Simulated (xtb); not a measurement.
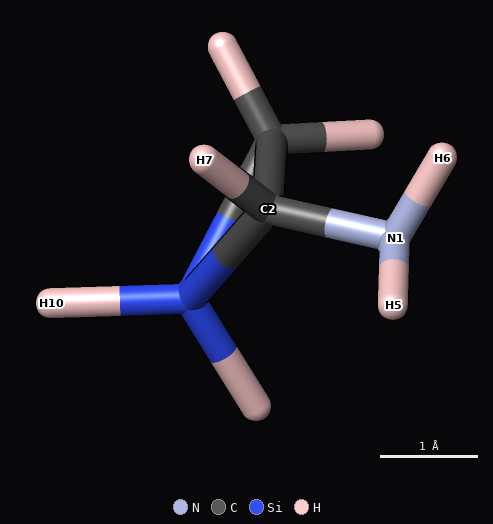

Figure 1. The structure (stick view, seen at a tilt; atoms are numbered from 1 in the order of the input). Bond lengths as drawn: C–C 1.57 Å, C–H 1.08 to 1.09 Å, C–N 1.44 Å, C–Si 1.85 to 1.86 Å, H–N 1.01 Å and H–Si 1.43 Å.

## C$_{2}$H$_{7}$NSi: frequency calculation (part 1 of 2)

C$_{2}$H$_{7}$NSi, computed with GFN0-xTB (xtb 6.7.1).

The geometry was optimised with GFN0-xTB.

The input (struc.xyz):
```
11

N     -1.33457     0.86842    -0.28484
C      0.05920     0.55630    -0.09337
C      0.29429    -0.54803     0.99279
Si     0.88500    -0.99957    -0.70053
H     -1.50712     1.35589    -1.15402
H     -1.72790     1.40132     0.48306
H      0.69653     1.42831     0.06372
H      0.94089    -0.26099     1.81484
H     -0.63334    -0.99048     1.34283
H      2.27993    -0.93038    -0.99521
H      0.11230    -1.93760    -1.44877
```

File xtb.inp:
```
$thermo
   temp=50.0,100.0,200.0,300.0,400.0,500.0
$end
```

Run as:
```bash
xtb struc.xyz -c 0 --hess --gfn0 --input xtb.inp > xtb.out 2> xtb.err
```

The program's output:
```
* xtb version 6.7.1
   ID    Z sym.   atoms
    1    7 N      1
    2    6 C      2, 3
    3   14 Si     4
    4    1 H      5-11

           -------------------------------------------------
          |                Calculation Setup                |
           -------------------------------------------------

          program call               : xtb struc.xyz -c 0 --hess --gfn0 --input xtb.inp
          coordinate file            : struc.xyz
          omp threads                :                     1

########################################################################
[WARNING] Please study the warnings concerning your input carefully
-1- prog_main_parseArguments: The use of '--gfn0' is discouraged, please use '--gfn 0' next time
########################################################################

           -------------------------------------------------
          |                 G F N 0 - x T B                 |
           -------------------------------------------------

      * Hamiltonian:
        H0-scaling (s, p, d)           2.000000    2.486800    2.270000
        zeta-weighting                 1.000000
      * Dispersion:
        s8                             2.850000
        a1                             0.800000
        a2                             4.600000
        s9                             0.000000
      * Repulsion:
        kExp                           1.500000
        rExp                           1.000000
      * Coulomb:
        alpha                          0.000000
        third order                    atomic
        anisotropic                    false
      * Polar bond correction:
        rad-shift                      0.053700
        strength                      -0.012900
        en-exp                         3.484700
        en-scale                       0.509700

          ...................................................
          :                      SETUP                      :
          :.................................................:
          :  # basis functions                  36          :
          :  # atomic orbitals                  35          :
          :  # shells                           23          :
          :  # electrons                        24          :
          :  electronic temp.          300.0000000     K    :
          :  accuracy                    1.0000000          :
          :  -> integral cutoff          0.2500000E+02      :
          :  -> integral neglect         0.1000000E-07      :
          ...................................................
  Checking positiv definite overlap ...  done.

         #    Occupation            Energy/Eh            Energy/eV
      -------------------------------------------------------------
         1        2.0000           -0.6961312             -18.9427
       ...           ...                  ...                  ...
         6        2.0000           -0.5627405             -15.3129
         7        2.0000           -0.5185404             -14.1102
         8        2.0000           -0.5154642             -14.0265
         9        2.0000           -0.4778031             -13.0017
        10        2.0000           -0.4462528             -12.1432
        11        2.0000           -0.4417963             -12.0219
        12        2.0000           -0.3918719             -10.6634 (HOMO)
        13                         -0.2475127              -6.7352 (LUMO)
        14                         -0.2055922              -5.5944
        15                         -0.1968909              -5.3577
        16                         -0.1738299              -4.7302
        17                         -0.1488863              -4.0514
       ...                                ...                  ...
        35                          1.0005930              27.2275
      -------------------------------------------------------------
                  HL-Gap            0.1443592 Eh            3.9282 eV
             Fermi-level            0.0000000 Eh            0.0000 eV

 EHT (total)                   0 d,  0 h,  0 min,  0.001 sec
 EHT setup                      ...        0 min,  0.000 sec (  2.425%)
 Coordination number            ...        0 min,  0.000 sec (  1.736%)
 EEQ model density              ...        0 min,  0.000 sec (  1.741%)
 D4 Dispersion                  ...        0 min,  0.000 sec (  6.064%)
 Integral evaluation            ...        0 min,  0.000 sec ( 28.066%)
 Cholesky factorization         ...        0 min,  0.000 sec (  1.964%)
 Zeroth order Hamiltonian       ...        0 min,  0.000 sec ( 13.891%)
 Gradient calculation           ...        0 min,  0.001 sec ( 39.745%)

         :::::::::::::::::::::::::::::::::::::::::::::::::::::
         ::                     SUMMARY                     ::
         :::::::::::::::::::::::::::::::::::::::::::::::::::::
         :: total energy             -12.806728403753 Eh    ::
         :: gradient norm              0.000075035332 Eh/a0 ::
         :: HOMO-LUMO gap              3.928212904364 eV    ::
         ::.................................................::
         :: H0 energy                -12.863205962867 Eh    ::
         :: repulsion energy           0.179807898398 Eh    ::
         :: electrostat energy        -0.108156511690 Eh    ::
         :: -> Gsolv                   0.000000000000 Eh    ::
         ::    -> Gsasa                0.000000000000 Eh    ::
         ::    -> Gshift               0.000000000000 Eh    ::
         :: dispersion energy         -0.002503833393 Eh    ::
         :: short-range corr.         -0.012669994202 Eh    ::
         :: add. restraining           0.000000000000 Eh    ::
         :: total charge              -0.000000000000 e     ::
         :::::::::::::::::::::::::::::::::::::::::::::::::::::

           -------------------------------------------------
          |                Numerical Hessian                |
           -------------------------------------------------
step length          :   0.00500
SCC accuracy         :   0.30000
Hessian scale factor :   1.00000
frozen atoms in %    :   0.00000    0
RMS gradient         :   0.00008
estimated CPU  time      0.00 min

writing file <hessian>.

 projected vibrational frequencies (cm⁻¹)
eigval :       -0.00    -0.00    -0.00     0.00     0.00     0.00
eigval :      166.87   181.24   322.06   380.87   429.66   507.90
eigval :      562.69   587.59   633.02   764.01   777.99   818.22
eigval :      852.01   956.90  1046.78  1097.37  1165.88  1270.13
eigval :     1357.88  1482.04  2260.09  2290.70  3035.52  3092.55
eigval :     3130.03  3368.69  3437.06
           -------------------------------------------------
          |                Property Printout                |
           -------------------------------------------------

    * Orbital Energies and Occupations

         #    Occupation            Energy/Eh            Energy/eV
      -------------------------------------------------------------
         1        2.0000           -0.6961312             -18.9427
         2        2.0000           -0.6359851             -17.3060
         3        2.0000           -0.5941916             -16.1688
         4        2.0000           -0.5856019             -15.9350
         5        2.0000           -0.5652241             -15.3805
         6        2.0000           -0.5627405             -15.3129
         7        2.0000           -0.5185404             -14.1102
         8        2.0000           -0.5154642             -14.0265
         9        2.0000           -0.4778031             -13.0017
        10        2.0000           -0.4462528             -12.1432
        11        2.0000           -0.4417963             -12.0219
        12        2.0000           -0.3918719             -10.6634 (HOMO)
        13                         -0.2475127              -6.7352 (LUMO)
        14                         -0.2055922              -5.5944
        15                         -0.1968909              -5.3577
        16                         -0.1738299              -4.7302
        17                         -0.1488863              -4.0514
        18                         -0.1349413              -3.6719
        19                         -0.1202948              -3.2734
        20                         -0.1152310              -3.1356
        21                         -0.0975676              -2.6549
        22                         -0.0882081              -2.4003
        23                         -0.0337105              -0.9173
       ...                                ...                  ...
        35                          1.0005930              27.2275
      -------------------------------------------------------------
                  HL-Gap            0.1443592 Eh            3.9282 eV
             Fermi-level            0.0000000 Eh            0.0000 eV

     #   Z          covCN         q      C6AA      α(0)
     1   7 N        2.632    -1.127    57.602    11.363
     2   6 C        3.682     0.190    19.873     6.457
     3   6 C        3.702    -0.455    34.558     8.503
     4  14 Si       3.615     0.497   138.073    21.767
     5   1 H        0.860     0.373     0.531     1.142
     6   1 H        0.860     0.385     0.508     1.116
     7   1 H        0.924     0.035     2.513     2.479
     8   1 H        0.925     0.133     1.513     1.924
     9   1 H        0.925     0.189     1.155     1.681
    10   1 H        0.926    -0.124     6.492     3.984
    11   1 H        0.926    -0.095     5.374     3.625

 Mol. C6AA /au·bohr⁶  :       1572.136076
 Mol. C8AA /au·bohr⁸  :      50428.526208
 Mol. α(0) /au        :         64.040390

Wiberg/Mayer (AO) data.
largest (>0.10) Wiberg bond orders for each atom

 ---------------------------------------------------------------------------
     #   Z sym  total        # sym  WBO       # sym  WBO       # sym  WBO
 ---------------------------------------------------------------------------
     1   7 N    2.986 --     2 C    0.996     5 H    0.972     6 H    0.970
     2   6 C    3.841 --     1 N    0.996     7 H    0.958     3 C    0.955
                             4 Si   0.910
     3   6 C    3.879 --     8 H    0.962     9 H    0.958     4 Si   0.957
                             2 C    0.955
     4  14 Si   3.776 --     3 C    0.957     2 C    0.910    10 H    0.899
                            11 H    0.899
     5   1 H    0.985 --     1 N    0.972
     6   1 H    0.982 --     1 N    0.970
     7   1 H    0.989 --     2 C    0.958
     8   1 H    0.987 --     3 C    0.962
     9   1 H    0.987 --     3 C    0.958
    10   1 H    0.934 --     4 Si   0.899
    11   1 H    0.934 --     4 Si   0.899
```
